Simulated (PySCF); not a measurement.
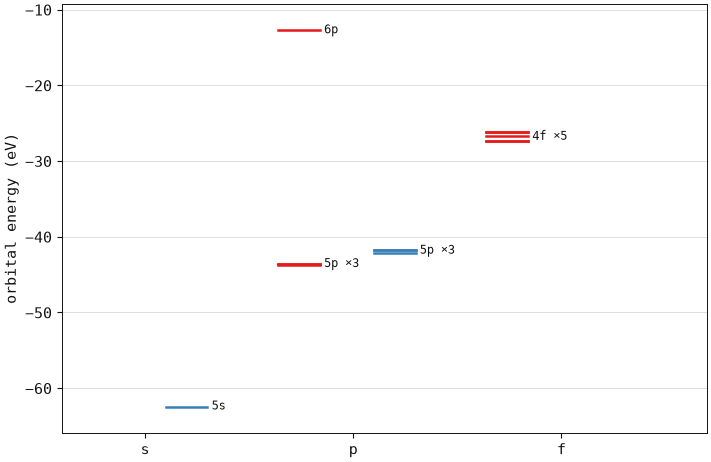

Figure 1. Orbital energies of the mean field, from the top down to −62.4 eV, by angular momentum, α spin at the left of each column and β at the right; ×n counts the orbitals under one label. Empty levels that the record names by l alone aren't drawn. The highest filled orbital is 6p α at −12.7 eV, the lowest empty one f α at −26.6 eV.

Run report: Sm²⁺, atomic calculation

System: Sm²⁺, configuration 1s2 2s2 2p6 3s2 3p6 3d10 4s2 4p6 4d10 4f5 5s2 5p6 6p1, multiplicity 7.
Method: unrestricted PBEsol, x2c-TZVPPall plus 1 even-tempered diffuse shell per l, spin-free X2C-1e, Gaussian nucleus (PySCF).

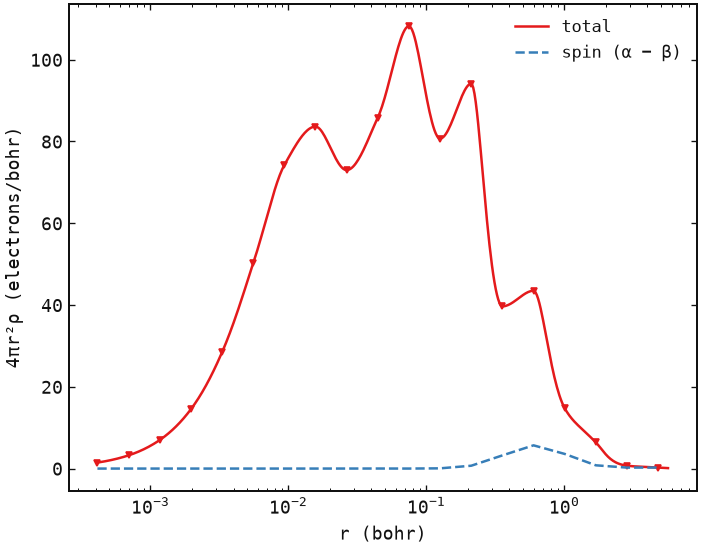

Figure 2. Spherically averaged radial density 4πr²ρ of the mean field and its spin part; markers are the stored points, which are sparse, and the line is a monotone interpolation between them. The largest stored value is 108 electrons/bohr at r = 0.075 bohr. Root-mean-square radii of the shells: 4p 0.653, 4d 0.720, 4f 1.02, 5s 1.46, 5p 1.69, 6p 4.28 bohr.

These pictures come from the run below.

## Input
```python
from pyscf import gto, scf, dft, mp, cc
import basis_set_exchange as bse
mol = gto.M(atom="Sm 0 0 0", charge=2, spin=6, symmetry="D2h",
            basis=gto.basis.parse(bse.get_basis("x2c-TZVPPall", elements=["Sm"], fmt="nwchem", augment_diffuse=1)),
            nucmod="G")
mf = dft.UKS(mol, xc="PBEsol").sfx2c1e()
mf.irrep_nelec = {'Ag': (9, 9), 'B1g': (2, 2), 'B2g': (2, 2), 'B3g': (2, 2), 'Au': (1, 0), 'B1u': (6, 4), 'B2u': (6, 4), 'B3u': (5, 4)}
mf.kernel()
```

The script is an equivalent of what the driver set up; the driver started from orbitals of its own, so the log can be shorter than this script's would be, and it computed the properties (radii, ⟨L²⟩, response) afterwards. It held the occupations shell by shell, which the script's counts by irreducible representation don't always enforce.

## The program's output (extracts)
```
damping factor = 0
level_shift factor = 0
DIIS = <class 'pyscf.scf.diis.CDIIS'>
diis_start_cycle = 1
diis_space = 10
diis_damp = 0
SCF conv_tol = 1e-09
SCF conv_tol_grad = None
number electrons alpha = 33  beta = 27
XC functionals = PBEsol
    J. P. Perdew, A. Ruzsinszky, G. I. Csonka, O. A. Vydrov, G. E. Scuseria, L. A. Constantin, X. Zhou, and K. Burke.,  Phys. Rev. Lett. 100, 136406 (2008)
    J. P. Perdew, A. Ruzsinszky, G. I. Csonka, O. A. Vydrov, G. E. Scuseria, L. A. Constantin, X. Zhou, and K. Burke.,  Phys. Rev. Lett. 100, 136406 (2008)
cycle= 1 E= -10421.4751391144  delta_E= -0.0314  |g|= 0.164  |ddm|= 0.398
cycle= 2 E= -10421.4736843043  delta_E= 0.00145  |g|= 0.201  |ddm|= 0.189
cycle= 3 E= -10421.4779014405  delta_E= -0.00422  |g|= 0.00607  |ddm|= 0.108
cycle= 4 E= -10421.4779065785  delta_E= -5.14e-06  |g|= 0.000348  |ddm|= 0.00472
cycle= 5 E= -10421.4779066199  delta_E= -4.14e-08  |g|= 4.45e-05  |ddm|= 0.000406
cycle= 6 E= -10421.4779066209  delta_E= -9.86e-10  |g|= 4.42e-06  |ddm|= 9.11e-05
converged SCF energy = -10421.4779066209  <S^2> = 12.001788  2S+1 = 7.0005109
```

## Results in brief

```tsv
quantity	value
outcome	converged
total energy	−10421.4779 hartree
⟨S²⟩	12.002
⟨L²⟩	26.02
SCF iterations	6
hardware	1 CPU thread, shared host
CPU time	5.2 s (integrals apart)
```

## Notes

The driver held the occupations shell by shell, and empty f and d levels lie below the filled 6p. The script shown fixes the counts by irreducible representation only, so by itself it can fall to another configuration. Radii and densities are those of the two-component orbitals, without the picture-change correction, so the innermost s shells come out slightly too small (about 1 % for 1s near Z = 40, more for heavier atoms). This is not the ground configuration of the species. ⟨L²⟩ departs from that of the intended term, so the determinant mixes terms.
